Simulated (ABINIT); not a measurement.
# SnO2 (Cassiterite): a self-consistent loop beyond G0W0, cycle by cycle, part 3 of 3

Aim: iterate the self-energy on SnO2 (Cassiterite) and follow the gap from cycle to cycle.

ABINIT 10.8.3; PBE and many-body steps on it, plane waves. Known limits of the many-body steps: not at the basis limit; no spin-orbit coupling; coarse k mesh.

So far. Step 10 (evGW, cycle 1): Against G0W0 in ABINIT (4×4×4 mesh, 81 bands, screening to 106.1 eV, Godby-Needs plasmon pole), the gap moves by +0.634 eV. Step 13 (evGW, cycle 2): Against the cycle before, the gap moves by +0.054 eV.

**14. Screening, 4×4×4 mesh, 81 bands, screening to 106.1 eV**

This step: RPA screening on PBE, plane waves, norm-conserving pseudopotentials.

Input file run.abi:

```
acell 3*1.0 Angstrom
rprim 
  4.738000000000 0.000000000000 0.000000000000
  0.000000000000 4.738000000000 0.000000000000
  0.000000000000 0.000000000000 3.186500000000
ntypat 2
znucl 50 8
natom 6
typat 1 1 2 2 2 2
xred 
  0.000000000000 0.000000000000 0.000000000000
  0.500000000000 0.500000000000 0.500000000000
  0.307100000000 0.307100000000 0.000000000000
  0.192900000000 0.807100000000 0.500000000000
  0.692900000000 0.692900000000 0.000000000000
  0.807100000000 0.192900000000 0.500000000000
pp_dirpath "pseudos"
pseudos "Sn.upf, O.upf"
ecut 42
ngkpt 4 4 4
nshiftk 1
shiftk 0 0 0
kptopt 1
chksymbreak 0
istwfk *1
occopt 1
irdwfk 1
optdriver 3
nband 81
ecuteps 3.9
inclvkb 2
awtr 1
symchi 1
gwcalctyp 10
mbpt_sciss 3.055 eV
nqptdm 1
qptdm 
  0 0 0
indata_prefix "in"
outdata_prefix "out"
tmpdata_prefix "tmp"
```

Run with:

```sh
OMP_NUM_THREADS=1 mpirun -n 8 abinit run.abi > log
```

Numbers of over 12 decimals in the logs are rounded to 6 here.

Log:

```text
.Version 10.8.3 of ABINIT. v10.8.2 released Aug 2026.

 Symmetries : space group P4_2/m n m (#136); Bravais tP (primitive tetrag.)
[... echo of the input left out ...]
== DATASET  1 ==================================================================
-   mpi_nproc: 8, omp_nthreads: 1 (-1 if OMP is not activated)

--- !DatasetInfo
iteration_state: {dtset: 1, }
dimensions: {natom: 6, nkpt: 18, mband: 81, nsppol: 1, nspinor: 1, nspden: 1, mpw: 6312, }
cutoff_energies: {ecut:  42.0, pawecutdg:  -1.0, }
[...]
[... chi0 elements left out ...]
 For q-point:  0.000010 0.000020 0.000030
  dielectric constant =   3.5875
  dielectric constant without local fields =   3.7120

  Average fulfillment of the sum rule on Im[epsilon] for q-point    1 :     34.60  [%]
[... wings left out ...]
== END DATASET(S) ==============================================================
================================================================================

 -outvars: echo values of variables after computation  --------
           etotal      0.0000000000E+00
            nband          81
             nkpt          18
          spgroup         136
 [... the other variables as echoed above ...]

 Calculation completed.
```

Wall time 20 s (8 MPI ranks of Arm Neoverse V2, shared host); peak memory 4.1 GiB.

This step gave:

| Property | Result |
| --- | --- |
| ε∞ with local fields, on this mesh, along the program's q direction | 3.587 |
| the same without local fields | 3.712 |
| plasma frequency | 36.20 eV |
| plane waves in the screening matrix | 177 |

This screening uses the functional's bands under a rigid shift, the mean opening of the cycle before.

**15. Screening, 4×4×4 mesh, 81 bands, screening to 106.1 eV**

This step: RPA screening on PBE from quasiparticle energies, plane waves, norm-conserving pseudopotentials.

run.abi, as its differences from that of step 14:

```diff
@@ -33,7 +33,23 @@
 symchi 1
+irdqps 1
 gwcalctyp 10
-mbpt_sciss 3.055 eV
-nqptdm 1
+nqptdm 17
 qptdm 
-  0 0 0
+  0.2500000000 0.0000000000 0.0000000000
+  0.5000000000 0.0000000000 0.0000000000
+  0.2500000000 0.2500000000 0.0000000000
+  0.5000000000 0.2500000000 0.0000000000
+  0.5000000000 0.5000000000 0.0000000000
+  0.0000000000 0.0000000000 0.2500000000
+  0.2500000000 0.0000000000 0.2500000000
+  0.5000000000 0.0000000000 0.2500000000
+  0.2500000000 0.2500000000 0.2500000000
+  0.5000000000 0.2500000000 0.2500000000
+  0.5000000000 0.5000000000 0.2500000000
+  0.0000000000 0.0000000000 0.5000000000
+  0.2500000000 0.0000000000 0.5000000000
+  0.5000000000 0.0000000000 0.5000000000
+  0.2500000000 0.2500000000 0.5000000000
+  0.5000000000 0.2500000000 0.5000000000
+  0.5000000000 0.5000000000 0.5000000000
 indata_prefix "in"
```

Input file mrgscr.stdin:

```
2
merged
q0_SCR
out_SCR
1
```

Run with:

```sh
OMP_NUM_THREADS=1 mpirun -n 8 abinit run.abi > log; mrgscr < mrgscr.stdin
```

Log:

```text
.Version 10.8.3 of ABINIT. v10.8.2 released Aug 2026.

 Symmetries : space group P4_2/m n m (#136); Bravais tP (primitive tetrag.)
[... echo of the input left out ...]
== DATASET  1 ==================================================================
-   mpi_nproc: 8, omp_nthreads: 1 (-1 if OMP is not activated)

--- !DatasetInfo
iteration_state: {dtset: 1, }
dimensions: {natom: 6, nkpt: 18, mband: 81, nsppol: 1, nspinor: 1, nspden: 1, mpw: 6312, }
cutoff_energies: {ecut:  42.0, pawecutdg:  -1.0, }
[...]
q-point number  1        q = ( 0.250000, 0.000000, 0.000000) [r.l.u.]
--------------------------------------------------------------------------------
[... chi0 elements left out ...]
  Average fulfillment of the sum rule on Im[epsilon] for q-point    2 :     47.94  [%]

--------------------------------------------------------------------------------
  q-point number  2        q = ( 0.500000, 0.000000, 0.000000) [r.l.u.]
--------------------------------------------------------------------------------
[... chi0 elements left out ...]
  Average fulfillment of the sum rule on Im[epsilon] for q-point    3 :     42.18  [%]

 [... 15 further q-points ...]
```

The job ended after 55 s (8 MPI ranks; peak memory 3.8 GiB; 7.3 min of CPU time).

This step gave:

| Item | Value |
| --- | --- |
| plasma frequency | 36.20 eV |
| plane waves in the screening matrix | 177 |

This screening reads the quasiparticle levels of the cycle before.

**16. evGW, cycle 3**

This step: evGW on PBE, plane waves, norm-conserving pseudopotentials.

run.abi, as its differences from that of step 15:

```diff
@@ -27,12 +27,10 @@
 irdwfk 1
-optdriver 3
+optdriver 4
 nband 81
-ecuteps 3.9
-inclvkb 2
-awtr 1
-symchi 1
-irdqps 1
 gwcalctyp 10
-nqptdm 17
-qptdm 
+ecutsigx 42
+symsigma 1
+nkptgw 18
+kptgw 
+  0.0000000000 0.0000000000 0.0000000000
   0.2500000000 0.0000000000 0.0000000000
@@ -54,2 +52,25 @@
   0.5000000000 0.5000000000 0.5000000000
+bdgw 
+  23 40
+  23 40
+  23 40
+  23 40
+  23 40
+  23 40
+  23 40
+  23 40
+  23 40
+  23 40
+  23 40
+  23 40
+  23 40
+  23 40
+  23 40
+  23 40
+  23 40
+  23 40
+ecuteps 3.9
+irdscr 1
+ppmodel 1
+irdqps 1
 indata_prefix "in"
```

Run with:

```sh
OMP_NUM_THREADS=1 mpirun -n 8 abinit run.abi > log
```

Log:

```text
.Version 10.8.3 of ABINIT. v10.8.2 released Aug 2026.

 Symmetries : space group P4_2/m n m (#136); Bravais tP (primitive tetrag.)
[... echo of the input left out ...]
== DATASET  1 ==================================================================
-   mpi_nproc: 8, omp_nthreads: 1 (-1 if OMP is not activated)

--- !DatasetInfo
iteration_state: {dtset: 1, }
dimensions: {natom: 6, nkpt: 18, mband: 81, nsppol: 1, nspinor: 1, nspden: 1, mpw: 6312, }
cutoff_energies: {ecut:  42.0, pawecutdg:  -1.0, }
[...]
.  kptgw no:  4; Maximum DeltaE = (   0.001   0.000) for band index: 18
[...]
.  kptgw no: 17; Maximum DeltaE = (   0.002   0.000) for band index:  1
.  kptgw no: 18; Maximum DeltaE = (   0.001  -0.001) for band index:  1

== END DATASET(S) ==============================================================
================================================================================

 -outvars: echo values of variables after computation  --------
           etotal      0.0000000000E+00
            nband          81
             nkpt          18
          spgroup         136
 [... the other variables as echoed above ...]

 Calculation completed.
```

It took 3.5 min on 8 MPI ranks; peak memory 6.5 GiB; 28 min of CPU time.

This step gave:

| Item | Value |
| --- | --- |
| quasiparticle gap on the mesh | 3.483 eV |
| gap of the density functional on the mesh | 1.284 eV |
| k of the valence top | 0, 0, 0 |
| k of the conduction bottom | 0, 0, 0 |
| least direct quasiparticle gap on the computed points | 3.483 eV |

Against the cycle before, the gap moves by +0.005 eV.

**17. The runs together**

Times are wall times on 8 MPI ranks of Arm Neoverse V2, shared host, good to a factor of about two. A run's time includes the screening step that it read.

```csv
run,mesh,bands,screening cutoff (eV),DFT gap (eV),gap on the mesh (eV),direct (eV),ε∞ used,time
G0W0,4×4×4,81,106.1,1.284,2.790,2.790,4.54,84 s
"evGW0, cycle 1",4×4×4,81,106.1,1.284,3.082,3.082,4.54,5 min
"evGW0, cycle 2",4×4×4,81,106.1,1.284,3.019,3.019,4.54,5 min
"evGW0, cycle 3",4×4×4,81,106.1,1.284,3.010,3.010,4.54,5 min
"evGW, cycle 1",4×4×4,81,106.1,1.284,3.424,3.424,3.70,4.9 min
"evGW, cycle 2",4×4×4,81,106.1,1.284,3.478,3.478,3.60,4.8 min
"evGW, cycle 3",4×4×4,81,106.1,1.284,3.483,3.483,3.59,4.8 min
```

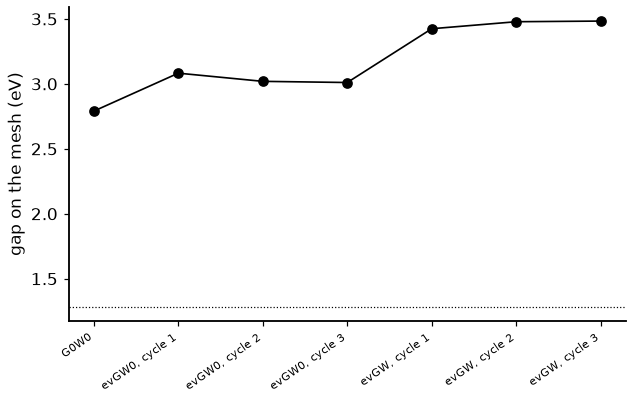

The gap through the cycles; the dotted line is the starting gap.

**18. Results**

```
G0W0           : 2.790 eV
evGW0, cycle 1 : 3.082 eV
evGW0, cycle 2 : 3.019 eV
evGW0, cycle 3 : 3.010 eV
evGW, cycle 1  : 3.424 eV
evGW, cycle 2  : 3.478 eV
evGW, cycle 3  : 3.483 eV
known limits   : not at the basis limit; no spin-orbit coupling; coarse k mesh
```

In words: Only the bands that the input lists are updated; the others, empty or deep, keep the functional's energies or take a rigid shift. The evGW loop starts from the last levels of evGW0, so its cycles and time come on top of those. evGW0 ends at 3.01 eV, +0.22 eV from G0W0, after 3 cycles that took 11 min beside the first screening; the last moved the gap by 0.009 eV. evGW ends at 3.48 eV, +0.69 eV from G0W0, after 3 cycles that took 14 min beside the first screening; the last moved the gap by 0.005 eV. The first cycle of evGW0 takes the full correction, without the factor Z, so it overshoots the one-shot value. Against experiment, by evGW, cycle 3: the gap of 3.48 eV lies −0.12 eV from the measured 3.6 eV (kind not stated, quoted 2022). These are gaps on the mesh, at modest bands and cutoff. The calculation has static nuclei and no excitons; a measured gap holds zero-point and thermal motion, which mostly lowers it. Bands and cutoff are finite, so the gap is not at the basis limit. The miss can reach some tenths of an eV and take either sign; the mesh is an error of its own. The 4×4×4 mesh is coarse for this cell, which bears on the long-range parts of exchange and screening. In the updated screening the q = 0 part is built from Kohn-Sham bands under a rigid shift, the other q from the quasiparticle levels. The many-body steps are scalar-relativistic: spin-orbit coupling is not in them.

[Paths, hosts, dates, memory and timing lines, banners, echoed tables and standing remarks are left out of the program output.]

[Logs are printed without paths, hosts, clocks, repeated set-up lines and the standing remarks that a program may print on its own settings, such as how far it seeks lower states.]

[Runs of the session that timed out or met a known fault of the program may be left out.]

[Hosts, paths, dates, database ids (printed as entryN), source tags and the programs' standing remarks are cut or masked in the printed files.]

[G0W0 gaps are taken among the corrected bands and points alone; a level outside them can change the order at an edge.]

[Where Ansatz stands beside ABINIT at settings called matched, ABINIT's density can come from a denser mesh and the files from another edition; pairs whose starting gaps differed by over 0.03 eV were left out, so agreement reads better than it is.]
